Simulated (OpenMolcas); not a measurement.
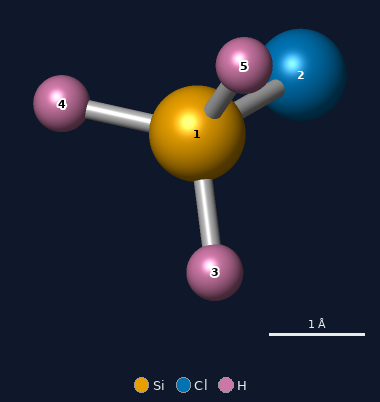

Figure 1. The input geometry (ball-and-stick view, seen at a tilt; atoms are numbered from 1 in the order of the input). Bond lengths as drawn: Cl–Si 2.05 Å and H–Si 1.48 Å.

**Energy and gradient calculation of SiH3Cl**

The run: energy and gradient calculation of SiH3Cl, SMILES [SiH3]Cl. Method and program: PBE0/aug-cc-pVDZ, RKS (OpenMolcas 26.06).

The geometry comes from this level: PBE0-D4/def2-TZVP.

## The input
```
&GATEWAY
 BASLIB=$CurrDir
 COORD
 5
 angstrom
 Si      -0.112000       0.018600      -0.030900
 Cl       1.838300      -0.513500       0.329900
 H       -0.950900      -0.488300       1.079100
 H       -0.534700      -0.585700      -1.314900
 H       -0.190800       1.495400      -0.104700
 BASIS=aug-cc-pVDZ
 GROUP=NoSym

&SEWARD
 GRIDINPUT
 Grid=UltraFine
 End of Grid

&SCF
 KSDFT=PBE0
 THRESHOLDS=1e-10 1e-07 1e-07 1e-05
 PRORBITALS=0

&ALASKA
```

Hardware: 1 thread of Intel Xeon (Sapphire Rapids), 16 GiB of memory available, shared host.

Command:
```bash
export MOLCAS_MEM=1860
pymolcas mol.inp > mol.log
```

## What the program printed
```
--- Start Module: gateway ---

                                              &GATEWAY

                       available to each process: 1.9 GB of memory, 1 thread

 Basis Set     1 Label: SI.AUG-CC-PVDZ
 Basis set is read from library:.
 basistype.tbl is not found

 Basis Set     2 Label: CL.AUG-CC-PVDZ
 Basis set is read from library:.
 basistype.tbl is not found

 Basis Set     3 Label: H.AUG-CC-PVDZ
 Basis set is read from library:.
 basistype.tbl is not found

++    Symmetry information:
      ---------------------

                    Character Table for C1

                             E
                    a        1  x, y, xy, Rz, z, xz, Ry, yz, Rx, I
--

++    Basis set information:
      ----------------------

      Basis set label: SI.AUG-CC-PVDZ.........

      Electronic valence basis set:
      ------------------
      Associated Effective Charge  14.000000 au
      Associated Actual Charge     14.000000 au
      Nuclear Model: Point charge

      Shell  nPrim  nBasis  Cartesian Spherical Contaminant
         s      13       5        X
         p       9       4        X
         d       2       2                 X

      Basis set label: CL.AUG-CC-PVDZ.........

      Electronic valence basis set:
      ------------------
      Associated Effective Charge  17.000000 au
      Associated Actual Charge     17.000000 au
      Nuclear Model: Point charge

      Shell  nPrim  nBasis  Cartesian Spherical Contaminant
         s      13       5        X
         p       9       4        X
         d       2       2                 X

      Basis set label: H.AUG-CC-PVDZ.........

      Electronic valence basis set:
      ------------------
      Associated Effective Charge   1.000000 au
      Associated Actual Charge      1.000000 au
      Nuclear Model: Point charge

      Shell  nPrim  nBasis  Cartesian Spherical Contaminant
         s       5       3        X
         p       2       2        X
--

++    Molecular structure info:
      -------------------------

                    ************************************************
                    **** Cartesian Coordinates / bohr, angstrom ****
                    ************************************************

     Center  Label                x              y              z                     x              y              z
        1      SI1             -0.211649       0.035149      -0.058393             -0.112000       0.018600      -0.030900
        2      CL2              3.473884      -0.970374       0.623421              1.838300      -0.513500       0.329900
        3      H3              -1.796941      -0.922753       2.039203             -0.950900      -0.488300       1.079100
        4      H4              -1.010437      -1.106813      -2.484801             -0.534700      -0.585700      -1.314900
        5      H5              -0.360560       2.825896      -0.197854             -0.190800       1.495400      -0.104700

                    ***************************************
                    *    InterNuclear Distances / bohr    *
                    ***************************************

               1 SI1           2 CL2           3 H3            4 H4            5 H5
    1 SI1      0.000000
    2 CL2      3.880605        0.000000
    3 H3       2.798327        5.457865        0.000000
    4 H4       2.798141        5.457910        4.595550        0.000000
    5 H5       2.798195        5.457941        4.595649        4.595505        0.000000

                    *******************************************
                    *    InterNuclear Distances / angstrom    *
                    *******************************************

               1 SI1           2 CL2           3 H3            4 H4            5 H5
    1 SI1      0.000000
    2 CL2      2.053528        0.000000
    3 H3       1.480811        2.888178        0.000000
    4 H4       1.480713        2.888202        2.431860        0.000000
    5 H5       1.480741        2.888218        2.431913        2.431836        0.000000

                    **************************************
                    *    Valence Bond Angles / degree    *
                    **************************************
                          Atom centers                 Phi
                      3 H3       1 SI1      4 H4       110.40
                      3 H3       1 SI1      5 H5       110.40
                      4 H4       1 SI1      5 H5       110.40
--

            Nuclear Potential Energy             86.33721820 au

--- Stop Module: gateway /rc=_RC_ALL_IS_WELL_ ---

--- Start Module: seward ---

                                              &SEWARD

                       available to each process: 1.9 GB of memory, 1 thread

               SEWARD will generate:
                  Multipole Moment integrals up to order  2
                  Kinetic Energy integrals
                  Nuclear Attraction integrals (point charge)
                  One-Electron Hamiltonian integrals
                  Velocity integrals
                  Orbital angular momentum around (  1.7033  -0.4873   0.2959 )
                  Velocity quadrupole around (  1.7033  -0.4873   0.2959 )
                  Two-Electron Repulsion integrals

                   Integrals are discarded if absolute value <: 1.00E-14
                   Integral cutoff threshold is set to       <: 1.00E-16

            Nuclear Potential Energy             86.33721820 au

      Basis set specifications :
      Symmetry species         a
      Basis functions           81

--- Stop Module: seward /rc=_RC_ALL_IS_WELL_ ---
--- Module seward spent 1 second ---

--- Start Module: scf ---

                                                &SCF

                       available to each process: 1.9 GB of memory, 1 thread

 ###############################################################################
 ###     Minimized-density-differences option turned off!                    ###
 ###############################################################################
++    Input section:
      --------------

      Header of the integral files:

      Cartesian coordinates in angstrom:
      -----------------------------------------------------
      No.  Label        X            Y            Z
      -----------------------------------------------------
       1   SI1       -0.11200000   0.01860000  -0.03090000
       2   CL2        1.83830000  -0.51350000   0.32990000
       3   H3        -0.95090000  -0.48830000   1.07910000
       4   H4        -0.53470000  -0.58570000  -1.31490000
       5   H5        -0.19080000   1.49540000  -0.10470000
      -----------------------------------------------------
      Nuclear repulsion energy =   86.33721820
--

++    Orbital specifications:
      -----------------------

      Symmetry species               1
                                     a
      Frozen orbitals                0
      Occupied orbitals             17
      Secondary orbitals            64
      Deleted orbitals               0
      Total number of orbitals      81
      Number of basis functions     81
--

      Molecular charge                           0.000

      Numerical integration parameters
      --------------------------------
      Radial quadrature type:                         MHL
      Size of radial grid:                            99
      Lebedev angular grid:                           41
      Angular grid pruned with the crowding factor:  1.00E+10
                                 and fading factor:  1.00E+01
      Screening threshold for integral computation:   1.00E-11
      Radial quadrature accuracy:                     1.00E-25
      Maximum batch size:                             128
      AO values are stored on disk
      The same grid will be used for all iterations.

      DFT functional specifications
      -----------------------------
      Using Libxc version: 6.2.2
      Please cite the following reference:
      S. Lehtola, C. Steigemann, M. J.T. Oliveira, and M. A.L. Marques.,  SoftwareX 7, 1–5 (2018) doi:10.1016/j.softx.2017.11.002

      * PBEH (PBE0)

++    Optimization specifications:
      ----------------------------

      SCF Algorithm: Conventional
      D(i)-D(i-1) density differences are used
      Number of density matrices in core                 5
      Maximum number of NDDO SCF iterations            400
      Maximum number of HF SCF iterations              400
      Threshold for SCF energy change             1.00E-10
      Threshold for density matrix                1.00E-07
      Threshold for Fock matrix                   1.00E-07
      Threshold for linear dependence             1.00E-09
      Threshold at which DIIS is turned on        1.50E-01
      Maximum depth in the DIIS procedure                5
      Maximum depth in the BFGS Hessian update          30
      Threshold at which QNR/C2DIIS is turned on  7.50E-02
      Threshold for Norm(delta) (QNR/C2DIIS)      1.00E-05
      All orbitals punched on: SCFORB
--

      Input vectors read from INPORB
      Orbital file label: *Guess orbitals

++ Convergence information
                                   PBE0       iterations: Energy and convergence statistics

Iter     Tot. PBE0       One-elec.       Two-elec.     Energy      Max Dij or  Max Fij      DNorm      TNorm      AccCon     Time
         Energy          Energy          Energy        Change      Delta Norm                                                in Sec.
   1  -751.039200855 -1243.627555918   406.251136867   0.00E+00    3.60E-01*   1.09E-01*    8.51E+00   1.62E+02   None         1.
   2  -751.119500921 -1250.592613059   413.135893941  -8.03E-02*   1.30E-01*   5.43E-02*    5.45E+00   1.64E+02   EDIIS        1.
   3  -751.240743649 -1247.873083839   410.295121994  -1.21E-01*   3.30E-02*   1.37E-02*    1.32E+00   1.63E+02   c2DIIS       1.
   4  -751.255499993 -1247.404218278   409.811500089  -1.48E-02*   3.25E-02*   6.38E-03*    4.39E-01   1.63E+02   QNRc2DIIS    1.
   5  -751.255656895 -1248.272060329   410.679185239  -1.57E-04*   1.54E-02*   5.93E-03*    2.70E-01   1.63E+02   QNRc2DIIS    1.
   6  -751.256216673 -1247.922111156   410.328676286  -5.60E-04*   1.59E-03*   3.90E-04*    1.21E-01   1.63E+02   QNRc2DIIS    1.
   7  -751.256221810 -1247.893980126   410.300540120  -5.14E-06*   2.35E-04*   6.60E-05*    1.71E-02   1.63E+02   QNRc2DIIS    1.
   8  -751.256221903 -1247.895852408   410.302412309  -9.32E-08*   5.73E-05*   1.77E-05*    1.43E-03   1.63E+02   QNRc2DIIS    1.
   9  -751.256221910 -1247.895622319   410.302182213  -6.68E-09*   4.74E-06    1.23E-06*    5.44E-04   1.63E+02   QNRc2DIIS    1.
  10  -751.256221910 -1247.895631705   410.302191599  -3.46E-11    3.29E-07    8.97E-08     5.98E-05   1.63E+02   QNRc2DIIS    1.

       Convergence after  10 Iterations
--

 *****************************************************************************************************************************
 *                                             SCF/KS-DFT Program, Final results                                             *
 *                                                       Final Results                                                       *
 *****************************************************************************************************************************

::    Total KS-DFT energy                            -751.2562219100
      One-electron energy                           -1247.8956317052
      Two-electron energy                             410.3021915991
      Nuclear repulsion energy                         86.3372181961
      Kinetic energy (interpolated)                   749.7323717192
      Virial theorem                                    1.0020325255
      Total spin, S(S+1)                                0.0000000000
      Total spin, S                                     0.0000000000
      Max non-diagonal density matrix element           0.0000002444
      Max non-diagonal Fock matrix element              0.0000000091

      No orbitals printed

++    Molecular charges:
      ------------------

      Mulliken charges per centre
      ---------------------------

                SI1     CL2     H3      H4      H5
      Total   14.0765 17.3814  0.8474  0.8473  0.8474

      N-E     -0.0765 -0.3814  0.1526  0.1527  0.1526

      Total electronic charge=   34.000000

      Total            charge=   -0.000000
--

++    Molecular properties:
      ---------------------

      Charge (e):
                      =   -0.0000
      Dipole Moment (debye):
      Origin of the operator (angstrom)=    0.9013   -0.2579    0.1566
                   X= -1.3246E+00               Y=  3.6148E-01               Z= -2.4521E-01           Total=  1.3947E+00
      Quadrupole Moment (debye*angstrom):
      Origin of the operator (angstrom)=    0.9013   -0.2579    0.1566
                  XX= -2.7021E+01              XY= -2.4278E-01              XZ=  1.6483E-01              YY= -2.7844E+01
                  YZ= -4.4927E-02              ZZ= -2.7880E+01
      In traceless form (debye*angstrom)
                  XX=  8.4089E-01              XY= -3.6418E-01              XZ=  2.4724E-01              YY= -3.9357E-01
                  YZ= -6.7390E-02              ZZ= -4.4732E-01
--

--- Stop Module: scf /rc=_RC_ALL_IS_WELL_ ---
--- Module scf spent 11 seconds ---

--- Start Module: alaska ---

                                              &ALASKA

                       available to each process: 1.9 GB of memory, 1 thread

                     Threshold for contributions to the gradient: 1.000E-07

                    ********************************************
                    * Symmetry Adapted Cartesian Displacements *
                    ********************************************

           Irreducible representation : a
           Basis function(s) of irrep: x, y, xy, Rz, z, xz, Ry, yz, Rx, I

 Basis Label        Type   Center Phase
   1   SI1          x         1     1
   2   SI1          y         1     1
   3   SI1          z         1     1
   4   CL2          x         2     1
   5   CL2          y         2     1
   6   CL2          z         2     1
   7   H3           x         3     1
   8   H3           y         3     1
   9   H3           z         3     1
  10   H4           x         4     1
  11   H4           y         4     1
  12   H4           z         4     1
  13   H5           x         5     1
  14   H5           y         5     1
  15   H5           z         5     1

                     No automatic utilization of translational and rotational invariance of the energy is employed.

 Rotational correction to the DFT gradient is turned off due to close-to-degeneracy problems!

 DFT contribution computed for a moving grid.

 Conventional ERI gradients!

 **************************************************
 *              Molecular gradients               *
 **************************************************

  Irreducible representation: a
 ------------------------------------------------------------------------------------------
                              X                       Y                       Z
 ------------------------------------------------------------------------------------------
  SI1               9.48926197617084E-03   -2.57600701271299E-03    1.71809844564663E-03
  CL2              -1.21246502439476E-02    3.30622661208047E-03   -2.24031438734151E-03
  H3                2.01054632939446E-03    1.57448560746820E-03   -3.28208758571158E-03
  H4                8.13605561510222E-04    1.87383454136181E-03    3.66581917605746E-03
  H5               -1.88763623059529E-04   -4.17853974819593E-03    1.38484351358936E-04
 ------------------------------------------------------------------------------------------

--- Stop Module: alaska /rc=_RC_ALL_IS_WELL_ ---
--- Module alaska spent 3 seconds ---

.##################.
.# Happy landing! #.
.##################.

    Timing: Wall=16.84 User=14.85 System=1.93
```

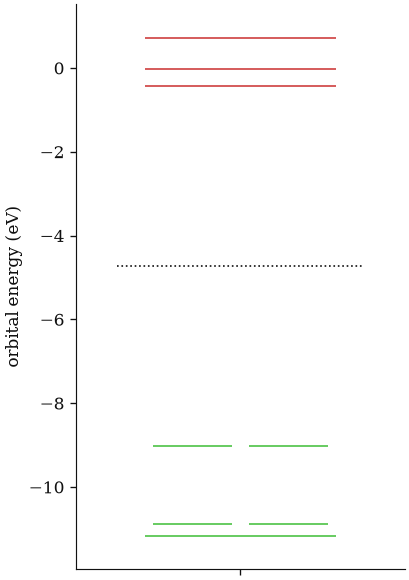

Figure 2. Orbital energies near the frontier; the dotted line parts filled from empty levels, and levels within 0.02 eV of each other stand side by side. Highest filled −9.02 eV, lowest empty −0.43 eV, 8.59 eV apart.

## Results in brief

| quantity | value |
| --- | --- |
| outcome | converged |
| total energy | −751.256222 hartree |
| basis functions | 81 |
| largest force | 0.656 eV/Å |
| HOMO | −9.02 eV |
| LUMO | −0.43 eV |
| dipole moment | 1.39 debye |
| wall time | 17 s |
| peak memory | 0.45 GiB |
